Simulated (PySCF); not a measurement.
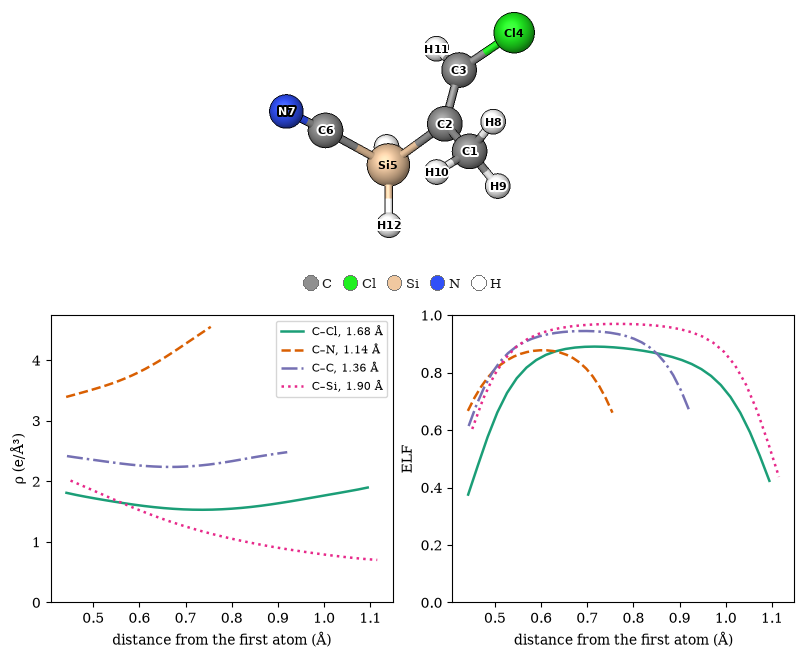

C$_{4}$H$_{6}$ClNSi (charge +1, doublet). Electron density and ELF along straight lines between neighbouring atoms. The curves leave out the atomic cores. The structure is drawn too.

Geometry: GFN2-xTB.

Computed with UKS B3LYP, pcH-1 on C Cl H N Si, non-relativistic, mean-field spin-orbit, GIAO (PySCF).

```yaml
atoms:
  - { symbol: C, position_ang: [-0.4497, 1.5668, 0.1025] }
  - { symbol: C, position_ang: [-0.4700, 0.0981, 0.0344] }
  - { symbol: C, position_ang: [-1.2940, -0.6680, 0.8038] }
  - { symbol: Cl, position_ang: [-2.5666, -0.0554, 1.7201] }
  - { symbol: Si, position_ang: [0.7520, -0.7843, -1.1640] }
  - { symbol: C, position_ang: [2.0667, -1.0875, 0.1707] }
  - { symbol: N, position_ang: [2.8922, -1.2816, 0.9307] }
  - { symbol: H, position_ang: [-0.9997, 1.9537, 0.9565] }
  - { symbol: H, position_ang: [-0.8696, 1.9767, -0.8207] }
  - { symbol: H, position_ang: [0.5744, 1.9459, 0.1373] }
  - { symbol: H, position_ang: [-1.2021, -1.7473, 0.8275] }
  - { symbol: H, position_ang: [1.2998, 0.1690, -2.1203] }
  - { symbol: H, position_ang: [0.2624, -2.0857, -1.5962] }
```

### Compare the contacts.

C–Cl (1.68 Å): ρ at the midpoint is about 1.6 e/Å³; the ELF peaks at about 0.90 between the atoms, as expected for localised, covalent bonding.
C–N (1.14 Å): the density is about 3.7 e/Å³ at the midpoint; the ELF peaks at about 0.90 between the atoms; a multiple bond.
C–C (1.36 Å): the density is about 2.2 e/Å³ at the midpoint; the ELF peaks at about 0.95 between the atoms: localised, covalent bonding.
C–Si (1.90 Å): ρ at the midpoint is about 0.85 e/Å³; the ELF peaks at about 0.95 between the atoms: localised, covalent bonding.
